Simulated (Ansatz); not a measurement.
**Calibrating MP2/def2-TZVPP on molecular compounds of Sn**

The vertical ionisation energy (cation less neutral) in eV of 8 molecular compounds of Sn: x at MP2/def2-TZVPP, y at CCSD(T)/def2-TZVPP. Shapes, held fixed at every level: PBE0-D4/def2-TZVP. Flexible molecules stand in one conformer, not always the lowest. Programs: Ansatz 0.2.0.

| molecule | x (eV) | y (eV) |
| --- | --- | --- |
| Sn(CH3)F | 8.98 | 8.91 |
| Sn(OH)(SH) | 9.60 | ? |
| Sn(SH)F | 9.91 | 9.85 |
| Sn(OH)Cl | 10.21 | 9.86 |
| SnCl2 (SMILES [Cl][Sn][Cl]) | 10.34 | 10.14 |
| CH4O2Sn (SMILES C[O][Sn][OH]) | 10.45 | 10.07 |
| SnSi2H6O2 (SMILES [SiH3][O][Sn][O][SiH3]) | 10.59 | 10.44 |
| Sn(OH)F | 10.72 | 10.28 |

**Question.** Fit y = c + s·x to the known rows and predict y for Sn(OH)(SH).

**Answer.** 
1. Means of the 7 rows: x = 10.1714, y = 9.936.
2. Σ(Δx)² = 2.0715, Σ(Δx·Δy) = 1.7133, so the slope is 1.7133/2.0715 = 0.82708.
3. Intercept: 9.936 − (0.82708) × 10.1714 = 1.523. The largest residual of the fit is 0.16.
4. Sn(OH)(SH): 1.523 + 0.82708 × 9.60 = 9.46 eV.

CCSD(T)/def2-TZVPP gives 9.46 eV, so the prediction is off by 0.00 eV: they agree to the digits shown. Uncorrected, MP2/def2-TZVPP misses it by +0.14 eV, and the other rows by 0.24 on average. The line removes about 100 % of this miss. Left out in turn, the other rows are missed by 0.15 eV on average. Cations run unrestricted. For atoms past krypton def2 sets carry core potentials with scalar relativity. Outer-core shells of Sn are correlated, in sets that cover them unevenly.

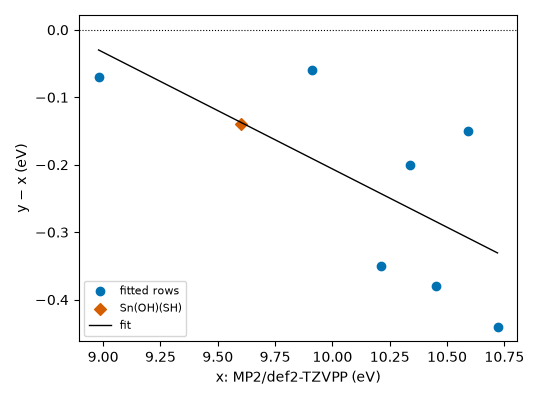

The correction y − x against x, with the fitted line and the withheld molecule.
